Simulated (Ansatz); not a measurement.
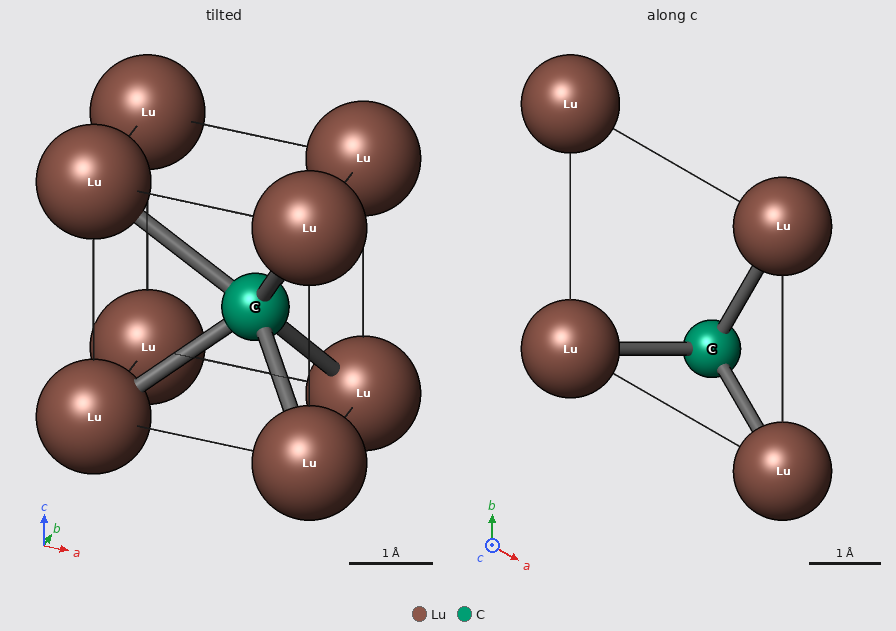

We look at a ball-and-stick model of the crystal slightly off an axis and along the c axis. The outline marks the conventional unit cell.

LuC, tungsten carbide (WC) type, space group P-6m2 (No. 187), a = 3.473 Å, b = 3.473 Å, c = 2.950 Å, α = 90.00°, β = 90.00°, γ = 120.00°. Its origin is a structure type filled with these elements by a generator (whether the compound takes this form wasn't checked). Earlier steps of the study, as a rule a relaxation of our own, may have changed the cell and positions, so they can lie some per cent off the listed ones. Ansatz was used for an electronic-structure calculation on it.

This one geometry was computed with Ansatz (DFT, plane waves, PAW) at four levels of theory: PBEsol, LDA, r2SCAN and PBE with spin-orbit coupling.

> Which level gives the highest pressure at this volume, and what does that say about its equilibrium volume?

Highest: PBE with spin-orbit coupling (-0.5 GPa), which points to the largest equilibrium volume. Lowest, with the smallest volume: LDA (-8.7 GPa). Levels within 0.5 GPa of each other can't be told apart.

> How does the band gap change with the level of theory?

All levels give a metal.

> Collect the results in a table.

| level | cutoff (eV) | k-mesh of the run's cell | gap (eV) | pressure (GPa) |
| --- | --- | --- | --- | --- |
| PBEsol | 420 | 12×12×10 | metal | -4.8 |
| LDA | 420 | 12×12×10 | metal | -8.7 |
| r2SCAN | 500 | 12×12×10 | metal | -1.8 |
| PBE with spin-orbit coupling | 420 | 12×12×10 | metal | -0.5 |

Gaps are taken on the k-mesh or band path of each run.
